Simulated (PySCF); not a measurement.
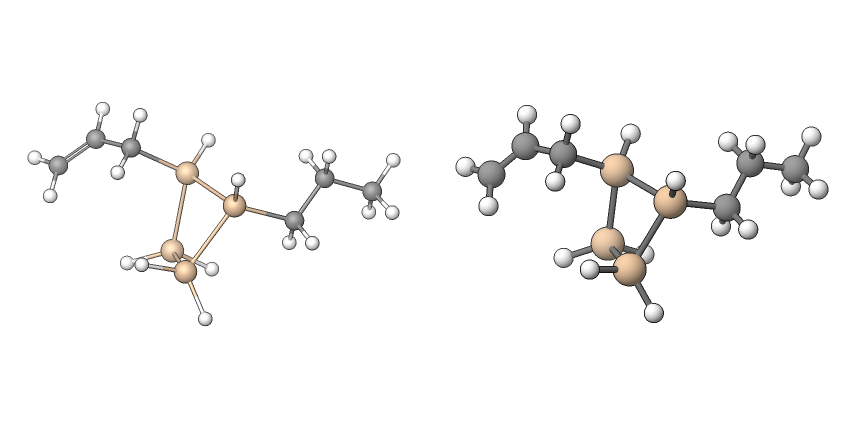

The same structure drawn twice, from different directions. Colours: carbon grey, silicon light orange, hydrogen white.

The computed structure is the end point of a PBE0-D3(BJ)/def2-SVP optimisation. No frequency run is at hand to confirm it as a minimum.

What does the picture show?

The molecule is C6H18Si4. Its SMILES string is `C=CC[Si@@H]1[SiH2][SiH2][Si@H]1CCC`. Independent rings (smallest set): 1 of 4 members. Among its groups: alkene, Si–H bond. The point group is C1. Coordination, clear cases only: 2 C trigonal planar; 4 C tetrahedral.

The parts below concern this one geometry. Atoms keep their numbers from picture to picture.

### Geometry

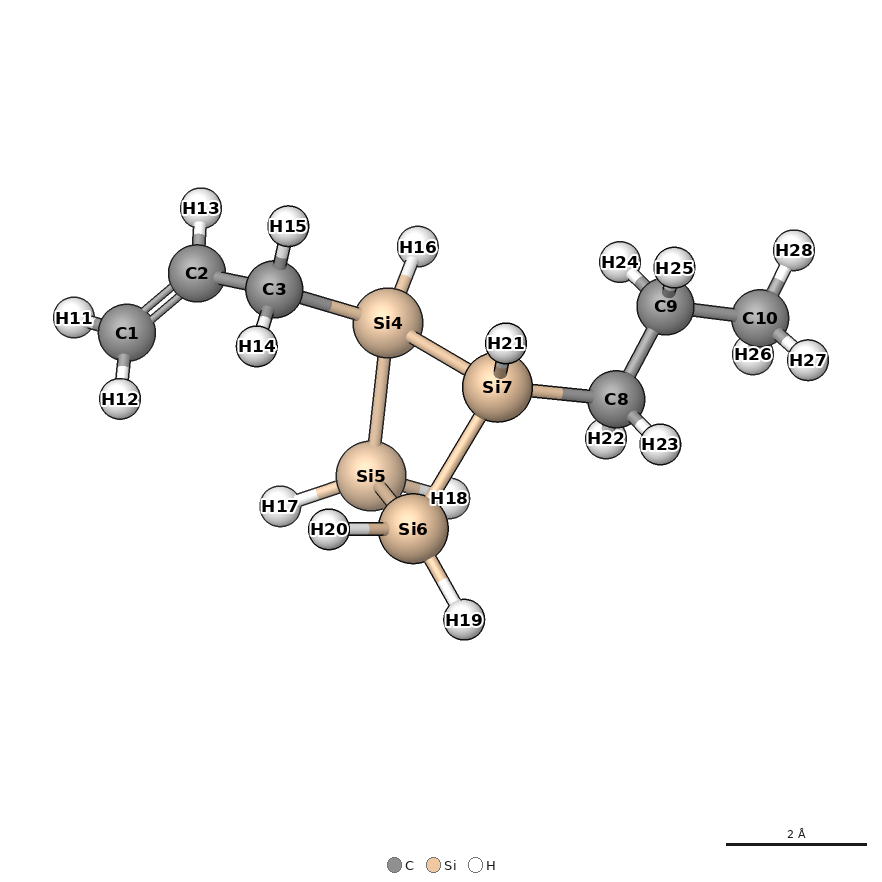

Numbered structure. No frequency run is at hand to confirm it as a minimum.

Give the bond lengths. Leave out bonds to hydrogen.

```csv
bond,length (Å),order
C1–C2,1.336,double
C2–C3,1.492,single
C3–Si4,1.910,single
Si4–Si5,2.360,single
Si4–Si7,2.364,single
Si5–Si6,2.365,single
Si6–Si7,2.363,single
Si7–C8,1.898,single
C8–C9,1.528,single
C9–C10,1.521,single
```

### Electronic properties

No frequency run is at hand to confirm it as a minimum. Method: PBE0/pcSseg-1, gas phase (PySCF 2.14.0).

Question: What is the dipole moment?

Answer: 1.04 D.

Question: What is the HOMO energy (Kohn–Sham orbital)?

Answer: −6.94 eV.

Question: What is the LUMO energy (Kohn–Sham orbital)?

Answer: −0.87 eV.

### Charges

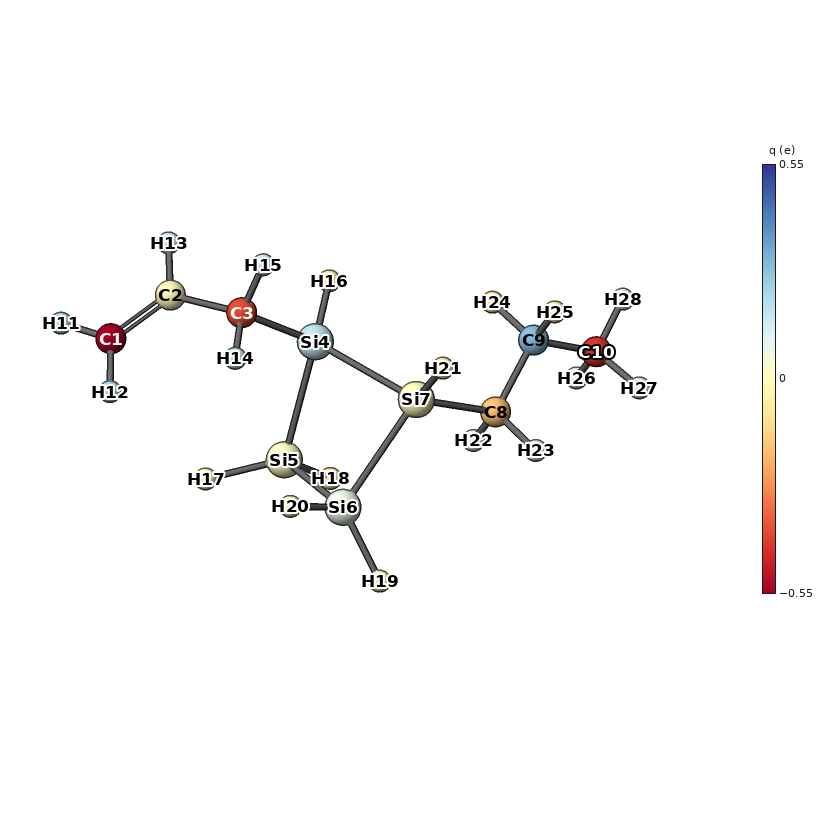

Atoms are coloured by their ESP-fitted charges. No frequency run is at hand to confirm it as a minimum. Method: PBE0/pcSseg-1, gas phase (PySCF 2.14.0).

List the ESP-fitted charges.

| atom | value (e) |
| --- | --- |
| C1 | −0.55 |
| C2 | −0.02 |
| C3 | −0.38 |
| Si4 | 0.16 |
| Si5 | 0.01 |
| Si6 | 0.07 |
| Si7 | 0.00 |
| C8 | −0.17 |
| C9 | 0.29 |
| C10 | −0.43 |
| H11 | 0.20 |
| H12 | 0.22 |
| H13 | 0.14 |
| H14 | 0.16 |
| H15 | 0.15 |
| H16 | −0.05 |
| H17 | −0.01 |
| H18 | −0.03 |
| H19 | −0.04 |
| H20 | −0.04 |
| H21 | −0.04 |
| H22 | 0.05 |
| H23 | 0.07 |
| H24 | −0.04 |
| H25 | −0.03 |
| H26 | 0.10 |
| H27 | 0.09 |
| H28 | 0.10 |

### NMR shielding

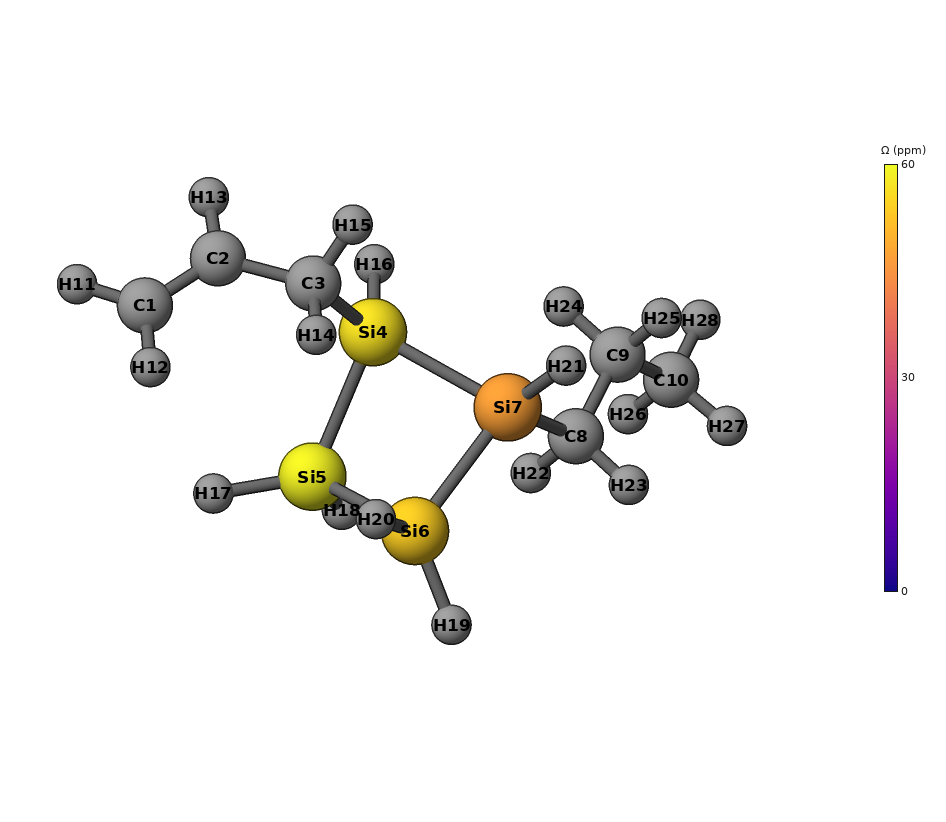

The Si atoms are coloured by the span of their shielding tensor. No frequency run is at hand to confirm it as a minimum. Method: GIAO PBE0/pcSseg-1 NMR shielding, non-relativistic, gas phase (PySCF 2.14.0). Principal shieldings σ11 ≤ σ22 ≤ σ33, span Ω = σ33 − σ11, skew κ = 3(σiso − σ22)/Ω.

Give the shielding tensors of the Si atoms.

```csv
atom,σ11,σ22,σ33,σiso,Ω,κ
Si4,366.9,413.8,423.6,401.5,56.7,−0.65
Si5,417.3,458.2,476.3,450.6,58.9,−0.39
Si6,419.2,458.5,473.2,450.3,54.0,−0.45
Si7,381.0,401.6,428.0,403.5,47.0,0.12
```

Shieldings and span in ppm.
